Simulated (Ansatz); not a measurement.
**BH6NOSi: density, localisation and related maps**

Input file:

```
crystal:
  periodic: [false, false, false]
  atoms:
    - {symbol: B, position_ang: [-1.335424, 0.095455, 0.233719]}
    - {symbol: Si, position_ang: [0.278367, 0.342465, -0.815390]}
    - {symbol: N, position_ang: [0.001519, -0.743095, 0.678463]}
    - {symbol: O, position_ang: [1.433220, 1.469350, -0.482494]}
    - {symbol: H, position_ang: [-2.182128, -0.614088, -0.229823]}
    - {symbol: H, position_ang: [-1.628680, 0.936535, 1.033514]}
    - {symbol: H, position_ang: [0.796517, -0.582934, -1.863355]}
    - {symbol: H, position_ang: [-0.031928, -1.750201, 0.610538]}
    - {symbol: H, position_ang: [0.414517, -0.458827, 1.556060]}
    - {symbol: H, position_ang: [2.337220, 1.254040, -0.718131]}
basis:
  gaussian: {orbitals: def2-TZVPP}
hamiltonian: {xc: pbe0, dispersion: d4}
output: {orbitals: {seedname: orbitals}}
```

Command:

```sh
ansatz run in.yaml --threads 2 --pin off --events-out ev --progress --plain --max-ram 4352MiB
```

Geometry: PBE0-D4/def2-TZVP.

Computed with RKS PBE0-D4/def2-TZVPP in Ansatz.

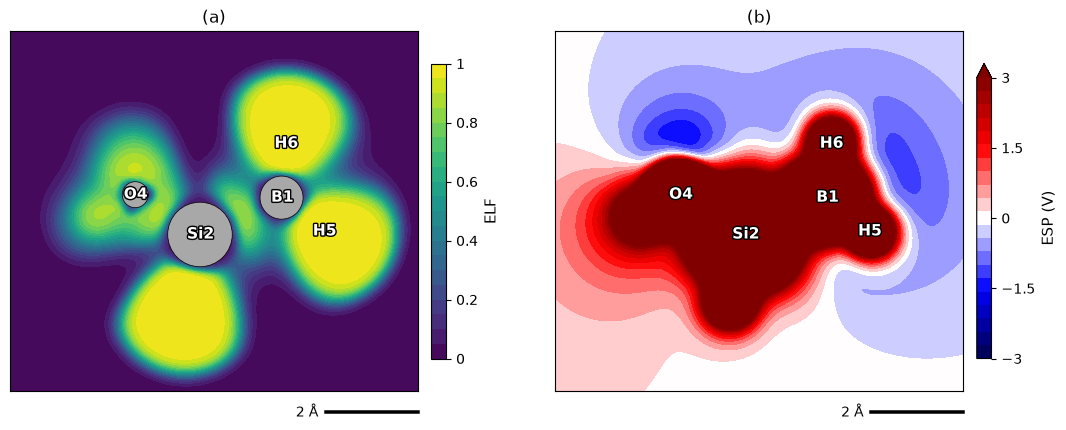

Figure 1. (a) electron localisation function; (b) molecular electrostatic potential on the plane of atoms B1, Si2 and O4. Grey discs cover the atomic cores in the ELF map.

### Interpret the plot.

The section cuts through B, Si, O and H sites.
Si–O (1.65 Å): the ELF peaks at about 0.85 between the atoms: a shared but strongly polarised pair.
Si–B (1.94 Å): the ELF peaks at about 0.85 between the atoms: a shared electron pair.
B–H (1.20 Å): the ELF climbs to about 1 towards the hydrogen, as it does in any bond to H (an ordinary covalent bond to hydrogen).
The ELF also peaks beside O4, away from the bonds: lone-pair regions.
Outside the dense part of the molecule the potential is most negative (−1.5 V) near O4.

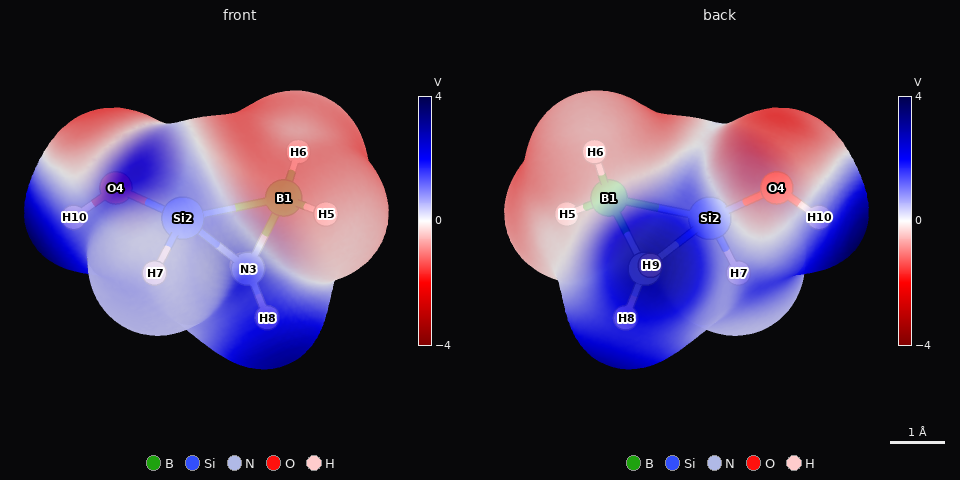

Figure 2. The electrostatic potential painted on the density surface at 0.004 e/bohr³, seen from the front and from behind; the colour scale runs from red (negative) to blue (positive).

### Where is the surface potential most negative and most positive?

The most negative region (about −1.5 V, or −35 kcal/mol for a unit charge) lies over O4, the most positive (about +3.6 V, or +83 kcal/mol for a unit charge) over H10. O4 is the likeliest acceptor of a hydrogen bond.

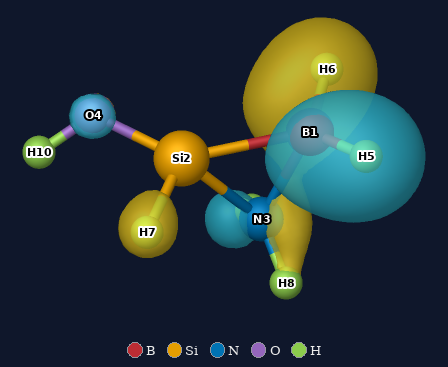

Figure 3. The HOMO−1 at ±0.15 Å⁻³ᐟ² (yellow and cyan are the two phases), seen at a tilt.

### Where does this orbital lie, and at what energy?

By Hirshfeld shares it lies mainly on B1 (about 35 %), H5 (about 25 %), H6 (about 15 %) and N3 (about 5 %). Its energy is −8.76 eV.
